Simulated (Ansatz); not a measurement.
# BN (boron nitride): UHF/STO-3G

Aim: the energy change on altering one bond length of BN (boron nitride) at UHF/STO-3G, from 2 runs. 

The results are computed with Ansatz 0.2.0.

32 further runs of the same task are left out: 32 set aside as unsound or not needed.

## (1) The molecule

The species is BN (2 atoms), meant as a triplet with charge 0. As SMILES, `B#N`. The coordinates come from a PBE0-D4/def2-TZVP relaxation.

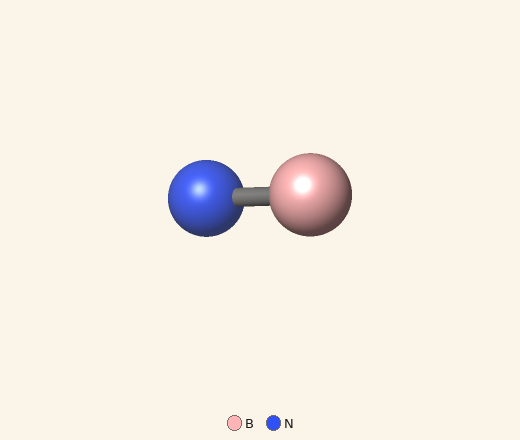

Viewed from a chosen angle; boron pink, nitrogen blue.

## (2) A single-point energy at UHF/STO-3G

in.yaml reads:

```yaml
crystal:
  periodic: [false, false, false]
  atoms:
    - {symbol: B, position_ang: [-0.000000, -0.000000, -0.023520]}
    - {symbol: "N", position_ang: [0.000000, 0.000000, 1.291950]}
basis:
  gaussian: {orbitals: STO-3G}
magnetization: {spin_polarized: true, initial_magnetization: 2}
accuracy: high
output: {orbitals: {seedname: orbitals}}
hamiltonian: {xc: hf}
```

The run is started by

```
$ ansatz run in.yaml --threads 1 --pin off --max-ram 3480MiB --events-out events.jsonl --progress --plain --runs-dir runs
```

The program printed:

```text
Warning: RAYON_NUM_THREADS=1 ignored (pool sized by the plan → 1); use --threads N
Functional definition: HF
  name "HF"
  exchange = exact_x
  correlation = 0
149 factors; integrals over basis functions are off by at most 7.9e-9 eV
mean field evaluation 1: about -2119.1270 eV, gradient 1.2e1 eV
mean field evaluation 2: about -2119.1420 eV, gradient 1.2e1 eV
mean field evaluation 4: about -2120.4228 eV, gradient 2.4e0 eV
mean field evaluation 8: about -2120.8376 eV, gradient 7.8e-1 eV
mean field evaluation 16: about -2120.9531 eV, gradient 1.5e-4 eV
mean field evaluation 32: about -2119.4545 eV, gradient 1.2e0 eV
mean field evaluation 64: about -2119.2910 eV, gradient 1.1e0 eV
mean field evaluation 96: about -2120.5754 eV, gradient 1.7e0 eV
mean field evaluation 128: about -2112.2469 eV, gradient 1.8e1 eV
mean field -2120.95312074 eV, -77.9435895537 hartree, gradient 2.3e-8 eV, S^2 2.146526; 2 other end points of the search recorded, 0 dependent functions left out
reference -2120.95312074 eV, -77.9435895537 hartree; 7, 5 occupied and 3, 5 virtual orbitals, 149 factors
Total energy: -2120.95312074 eV, -77.9435895537 hartree
```

Wall time 0.1 s (1 thread of Arm Neoverse V1, shared host).

## (3) The distorted shape

in.yaml reads:

```yaml
crystal:
  periodic: [false, false, false]
  atoms:
    - symbol: B
      position_ang: [-0.000000, -0.000000, -1.602050]
    - symbol: "N"
      position_ang: [0.000000, 0.000000, 1.291950]
basis:
  gaussian: {orbitals: STO-3G}
magnetization: {spin_polarized: true, initial_magnetization: 2}
hamiltonian: {xc: hf}
accuracy: high
output: {orbitals: {seedname: orbitals}}
```

The run is started by

```
$ ansatz run in.yaml --threads 1 --pin off --max-ram 3480MiB --events-out events.jsonl --progress --plain --runs-dir runs
```

The program printed:

```text
Warning: RAYON_NUM_THREADS=1 ignored (pool sized by the plan → 1); use --threads N
[... 4 set-up lines as earlier in the session ...]
143 factors; integrals over basis functions are off by at most 8.3e-9 eV
mean field evaluation 1: about -2109.5976 eV, gradient 7.6e0 eV
mean field evaluation 2: about -2109.6065 eV, gradient 7.6e0 eV
mean field evaluation 4: about -2112.0621 eV, gradient 1.6e1 eV
mean field evaluation 8: about -2116.1650 eV, gradient 8.4e0 eV
mean field evaluation 16: about -2118.9076 eV, gradient 1.4e-8 eV
mean field evaluation 32: about -2118.8937 eV, gradient 3.5e-2 eV
mean field evaluation 64: about -2118.8948 eV, gradient 8.0e-2 eV
mean field evaluation 96: about -2083.0426 eV, gradient 6.2e1 eV
mean field -2118.90757995 eV, -77.8684173160 hartree, gradient 8.6e-8 eV, S^2 2.972560; 4 other end points of the search recorded, 0 dependent functions left out
reference -2118.90757995 eV, -77.8684173160 hartree; 7, 5 occupied and 3, 5 virtual orbitals, 143 factors
Total energy: -2118.90757995 eV, -77.8684173160 hartree
```

Run time: 0.12 s. Hardware: 1 thread of Arm Neoverse V1, shared host.

## (4) Outcome

At UHF/STO-3G:

```
                                                         quantity         value
                                        first shape: total energy  -77.94359 Eh
                  first shape: HOMO energy (highest over α and β)      -9.06 eV
                   first shape: LUMO energy (lowest over α and β)       4.45 eV
                                                first shape: ⟨S²⟩         2.147
                                    distorted shape: total energy  -77.86842 Eh
              distorted shape: HOMO energy (highest over α and β)      -5.46 eV
               distorted shape: LUMO energy (lowest over α and β)       7.82 eV
                                            distorted shape: ⟨S²⟩         2.973
energy change with the B1–N2 bond stretched from 1.315 to 2.894 Å      2.046 eV
```

With the B1–N2 bond stretched from 1.315 to 2.894 Å the energy rises by 2.05 eV (197 kJ/mol). The first shape isn't relaxed at this level, so the change isn't measured from a minimum. The minimal basis adds a large error of its own. ⟨S²⟩ (first shape) is 2.15 where a pure triplet has 2.00: the reference is spin-contaminated. ⟨S²⟩ (distorted shape) is 2.97 where a pure triplet has 2.00: the reference is spin-contaminated.
